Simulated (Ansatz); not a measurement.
# C2H2FInS: reading failed and doubtful runs

Aim: try 5 inputs for C2H2FInS as typed, read how each ends, and find what has to change.

The runs use Ansatz 0.2.0, Gaussian basis; the settings change from run to run.

### 1 The molecule

The structure was relaxed beforehand with PBE0-D4 in a triple-zeta def2 set. In takes a core potential in def2 sets; no spin-orbit term is included.

SMILES `FC1=[CH][InH][S]1`, 7 atoms, charge 0, spin multiplicity 1.

Atoms are counted from 1 here; the program's logs count them from 0.

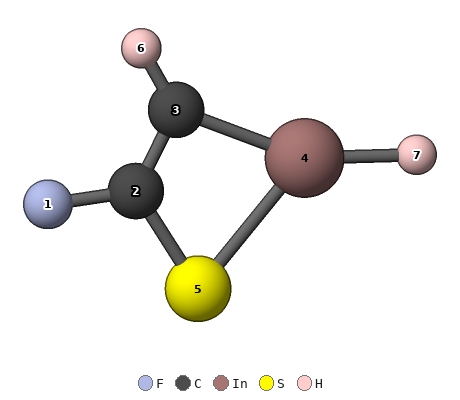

The structure; fluorine light blue, carbon dark grey, indium brown, sulfur yellow, hydrogen pink; atoms are numbered from 1 in the order of the file.

Coordinates:

```xyz
7
charge 0, multiplicity 1
F     0.1651   -1.3651    1.9456
C     0.0166   -0.7081    0.8001
C     0.4050    0.5656    0.6249
In   -0.2224    0.6521   -1.3630
S    -0.7395   -1.6289   -0.5106
H     0.8703    1.1711    1.3904
H    -0.4951    1.3132   -2.8875
```

### 2 Input 1

The input, in.yaml:

```yaml
crystal:
  periodic: [false, false, false]
  atoms:
    - {symbol: F, position_ang: [0.184935, -1.528897, 2.179103]}
    - {symbol: C, position_ang: [0.018568, -0.793055, 0.896097]}
    - {symbol: C, position_ang: [0.453592, 0.633526, 0.699895]}
    - {symbol: In, position_ang: [-0.249044, 0.730382, -1.526576]}
    - {symbol: S, position_ang: [-0.828251, -1.824415, -0.571825]}
    - {symbol: H, position_ang: [0.974704, 1.311617, 1.557260]}
    - {symbol: H, position_ang: [-0.554481, 1.470832, -3.233954]}
basis:
  gaussian: {orbitals: def2-mTZVPP, fitting: {mean_field: cc-pVTZ-jkfit}, final_grid: {core_spheres: 20, valence_spheres: 16, degree: 47}}
hamiltonian: {xc: {name: BHLYP}}
output: {forces: true}
```

The run is started by

```console
ansatz run in.yaml --threads 2 --pin off --events-out ev --progress --plain --max-ram 22528MiB --backend cpu
```

The program printed:

```text
Functional definition: BHLYP
  name "BHLYP"
  cite "Becke, J. Chem. Phys. 98, 1372 (1993) doi:10.1063/1.464304"
  cite "Becke, Phys. Rev. A 38, 3098 (1988) doi:10.1103/PhysRevA.38.3098"
  cite "Lee, Yang & Parr, Phys. Rev. B 37, 785 (1988) doi:10.1103/PhysRevB.37.785"
  parameter a = 0.5
  exchange = (1 - a)*b88_x + a*exact_x
  correlation = lyp_c
Error: <dir> the basis set cc-pVTZ-JKFIT has no functions for In
```

Wall time 0.15 s (2 threads of AMD EPYC 7R13, shared host).

What is wrong: Refused before any calculation. The fitting set named has no entry for an element of this molecule. Cure: leave the fitting key out, or name a set that covers all elements and suits the basis. Its coordinates are also moved off the relaxed structure.

### 3 Input 2

The input, in.yaml:

```yaml
crystal:
  periodic: [false, false, false]
  atoms:
    - {symbol: F, position_ang: [0.165121, -1.365087, 1.945627]}
    - {symbol: C, position_ang: [0.016578, -0.708085, 0.800087]}
    - {symbol: C, position_ang: [0.404993, 0.565648, 0.624906]}
    - {symbol: In, position_ang: [-0.222360, 0.652127, -1.363014]}
    - {symbol: S, position_ang: [-0.739510, -1.628942, -0.510558]}
    - {symbol: H, position_ang: [0.870271, 1.171086, 1.390411]}
    - {symbol: H, position_ang: [-0.495073, 1.313243, -2.887459]}
basis:
  gaussian: {orbitals: def2-mTZVPP, fitting: {mean_field: cc-pVTZ-jkfit}, nuclear_model: gaussian}
hamiltonian: {xc: {name: PBEsol}}
output: {forces: true}
```

Launched as before.

The program printed:

```text
Functional definition: PBEsol
  name "PBEsol"
  cite "Perdew et al., Phys. Rev. Lett. 100, 136406 (2008) doi:10.1103/PhysRevLett.100.136406"
  cite "Perdew, Burke & Ernzerhof, Phys. Rev. Lett. 77, 3865 (1996) doi:10.1103/PhysRevLett.77.3865"
  parent pbesol
  exchange = pbesol_x
  correlation = pbesol_c
Error: <dir> the basis set cc-pVTZ-JKFIT has no functions for In
```

Wall time 0.1 s (2 threads of AMD EPYC 7R13, shared host).

Diagnosis: The program refused the input. The fitting set named has no entry for an element of this molecule. Cure: leave the fitting key out, or name a set that covers all elements and suits the basis.

### 4 Input 3

The input, in.yaml:

```yaml
crystal:
  periodic: [false, false, false]
  atoms:
    - {symbol: F, position_ang: [-0.243444, -3.871881, 4.268975]}
    - {symbol: C, position_ang: [0.353696, -0.749927, 1.437923]}
    - {symbol: C, position_ang: [1.176071, 1.314228, 1.391099]}
    - {symbol: In, position_ang: [-0.276111, 1.877357, -3.445080]}
    - {symbol: S, position_ang: [-2.179714, -4.039335, -0.675826]}
    - {symbol: H, position_ang: [2.285434, 2.418094, 2.809944]}
    - {symbol: H, position_ang: [-1.630885, 3.031397, -5.998884]}
basis:
  gaussian: {orbitals: def2-SVPD}
hamiltonian: {xc: {name: CAM-B3LYP}}
output: {forces: true}
```

Same command.

The program printed (excerpt; [...] marks lines left out):

```text
Functional definition: CAM-B3LYP
  name "CAM-B3LYP"
  cite "Yanai, Tew & Handy, Chem. Phys. Lett. 393, 51 (2004) doi:10.1016/j.cplett.2004.06.011"
  cite "Iikura, Tsuneda, Yanai & Hirao, J. Chem. Phys. 115, 3540 (2001) doi:10.1063/1.1383587"
  cite "Becke, Phys. Rev. A 38, 3098 (1988) doi:10.1103/PhysRevA.38.3098"
  cite "Lee, Yang & Parr, Phys. Rev. B 37, 785 (1988) doi:10.1103/PhysRevB.37.785"
  cite "Vosko, Wilk & Nusair, Can. J. Phys. 58, 1200 (1980) doi:10.1139/p80-159"
[...]
  # Exact exchange under (alpha + beta erf(omega r))/r, Becke's under what is left of 1/r.
[...]
1454 factors; integrals over basis functions are off by at most 3.0e-4 eV
492 factors; integrals over basis functions are off by at most 7.1e-5 eV
[...]
mean field -20795.43339953 eV, -764.2180817816 hartree, gradient 3.5e-7 eV, S^2 0.000000; 6 other end points of the search recorded, 0 dependent functions left out
[...]
reference -20795.43362084 eV, -764.2180899147 hartree; 30, 30 occupied and 108, 108 virtual orbitals, 1454 factors
Total energy: -20795.43362084 eV, -764.2180899147 hartree
Atom 0 at    -0.243444    -3.871881     4.268975 Å, force     0.024690     0.279193    -0.257065 eV/Å
Atom 1 at     0.353696    -0.749927     1.437923 Å, force     1.823749     3.771819     0.432360 eV/Å
Atom 2 at     1.176071     1.314228     1.391099 Å, force    -0.272747    -1.965418     1.585357 eV/Å
Atom 3 at    -0.276111     1.877357    -3.445080 Å, force    -0.554833     0.450260    -1.018430 eV/Å
Atom 4 at    -2.179714    -4.039335    -0.675826 Å, force     0.024266     0.018118     0.042288 eV/Å
Atom 5 at     2.285434     2.418094     2.809944 Å, force    -1.619996    -2.066241    -1.865456 eV/Å
Atom 6 at    -1.630885     3.031397    -5.998884 Å, force     0.574872    -0.487731     1.080944 eV/Å
Dipole moment:     0.734109     2.237455    -1.821773 e Å
```

It took 28 s on 2 threads of AMD EPYC 7R13, shared host; peak memory 0.48 GiB.

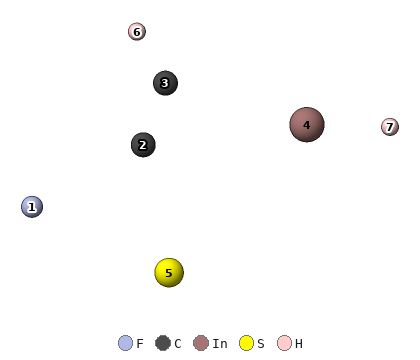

The geometry of this input.

What is wrong: The run converged, but a converged run isn't a right one. The geometry is stretched to more than twice its size. The shortest distance is 2.11 Å (C3–H6), against 1.08 Å in the relaxed molecule. Its coordinates are also moved off the relaxed structure. Its energy is no property of the relaxed molecule. To mend it, use the relaxed coordinates.

### 5 Input 4

The input, in.yaml:

```yaml
crystal:
  periodic: [false, false, false]
  atoms:
    - {symbol: F, position_ang: [0.115584, -0.955561, 1.361939]}
    - {symbol: C, position_ang: [0.011605, -0.495659, 0.480052]}
    - {symbol: C, position_ang: [0.283495, 0.339389, 0.374944]}
    - {symbol: In, position_ang: [-0.133416, 0.456489, -0.817809]}
    - {symbol: S, position_ang: [-0.517657, -0.977365, -0.357390]}
    - {symbol: H, position_ang: [0.522163, 0.819760, 0.834246]}
    - {symbol: H, position_ang: [-0.346551, 0.787946, -1.732476]}
basis:
  gaussian: {orbitals: def2-mTZVPP}
hamiltonian: {xc: {name: CAM-B3LYP}, dispersion: d3bjatm}
scf: {lower_state_search: full}
```

The command is unchanged.

The program printed (excerpt; [...] marks lines left out):

```text
Functional definition: CAM-B3LYP
  name "CAM-B3LYP"
  cite "Yanai, Tew & Handy, Chem. Phys. Lett. 393, 51 (2004) doi:10.1016/j.cplett.2004.06.011"
  cite "Iikura, Tsuneda, Yanai & Hirao, J. Chem. Phys. 115, 3540 (2001) doi:10.1063/1.1383587"
  cite "Becke, Phys. Rev. A 38, 3098 (1988) doi:10.1103/PhysRevA.38.3098"
  cite "Lee, Yang & Parr, Phys. Rev. B 37, 785 (1988) doi:10.1103/PhysRevB.37.785"
  cite "Vosko, Wilk & Nusair, Can. J. Phys. 58, 1200 (1980) doi:10.1139/p80-159"
[...]
  # Exact exchange under (alpha + beta erf(omega r))/r, Becke's under what is left of 1/r.
[...]
1298 factors; their error is unknown
356 factors; integrals over basis functions are off by at most 5.1e-6 eV
[...]
mean field -20728.89679920 eV, -761.7729068196 hartree, gradient 8.8e-5 eV, S^2 0.000000; 0 other end points of the search recorded, 0 dependent functions left out
reference -20728.89691307 eV, -761.7729110044 hartree; 30, 30 occupied and 105, 105 virtual orbitals, 1298 factors
Total energy: -20729.06690270 eV, -761.7791580080 hartree
```

It took 3.1 s on 2 threads of AMD EPYC 7R13, shared host; peak memory 0.37 GiB.

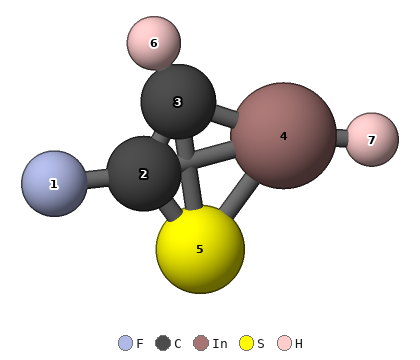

The geometry of this input.

Diagnosis: It ended without an error, which proves nothing about the input. The geometry is squeezed well below its size. The shortest distance is 0.71 Å (C3–H6), against 1.08 Å in the relaxed molecule. Its energy is no property of the relaxed molecule. Fix: use the relaxed coordinates.

### 6 Input 5

The input, in.yaml:

```yaml
crystal:
  periodic: [false, false, false]
  atoms:
    - {symbol: F, position_ang: [0.165121, -1.365087, 1.945627]}
    - {symbol: C, position_ang: [0.016578, -0.708085, 0.800087]}
    - {symbol: C, position_ang: [0.404993, 0.565648, 0.624906]}
    - {symbol: In, position_ang: [-0.222360, 0.652127, -1.363014]}
    - {symbol: S, position_ang: [-0.739510, -1.628942, -0.510558]}
    - {symbol: H, position_ang: [0.870271, 1.171086, 1.390411]}
    - {symbol: H, position_ang: [-0.495073, 1.313243, -2.887459]}
basis:
  gaussian: {orbitals: cc-pVTZ-rifit, nuclear_model: gaussian}
total_charge: 1
magnetization: {spin_polarized: true, initial_magnetization: 1}
hamiltonian: {xc: {name: BHLYP}, pseudopotentials: {relativity: scalar}}
output: {forces: true}
```

Launched as before.

The program printed:

```text
Functional definition: BHLYP
  name "BHLYP"
  cite "Becke, J. Chem. Phys. 98, 1372 (1993) doi:10.1063/1.464304"
  cite "Becke, Phys. Rev. A 38, 3098 (1988) doi:10.1103/PhysRevA.38.3098"
  cite "Lee, Yang & Parr, Phys. Rev. B 37, 785 (1988) doi:10.1103/PhysRevB.37.785"
  parameter a = 0.5
  exchange = (1 - a)*b88_x + a*exact_x
  correlation = lyp_c
Error: <dir> the basis set cc-pVTZ-RIFIT has no functions for In
```

Run time: 0.1 s. Hardware: 2 threads of AMD EPYC 7R13, shared host.

What is wrong: Refused before any calculation. The basis set is misnamed or doesn't suit the job. It also asks for charge 1 and multiplicity 2, another species or state than the molecule above. To mend it, name an orbital basis set that the library holds for every element here, and set charge and spin to those of the species named.

### 7 How the tries ended

```tsv
input	level	ended	cause	time
1	BHLYP/def2-mTZVPP	refused	the fitting set named has no entry for an element of this molecule	0.15 s
2	PBEsol/def2-mTZVPP	refused	the fitting set named has no entry for an element of this molecule	0.1 s
3	CAM-B3LYP/def2-SVPD	converged	the geometry is stretched to more than twice its size	28 s
4	CAM-B3LYP/def2-mTZVPP	converged	the geometry is squeezed well below its size	3.1 s
5	BHLYP/cc-pVTZ-rifit	refused	the basis set is misnamed or doesn't suit the job	0.1 s
```

**Reading.** 3 refused, 2 converged. A refusal costs next to no computing time. The dangerous case is the input that converges on a wrong geometry, charge, spin, basis or grid: often only a look at the input shows it.
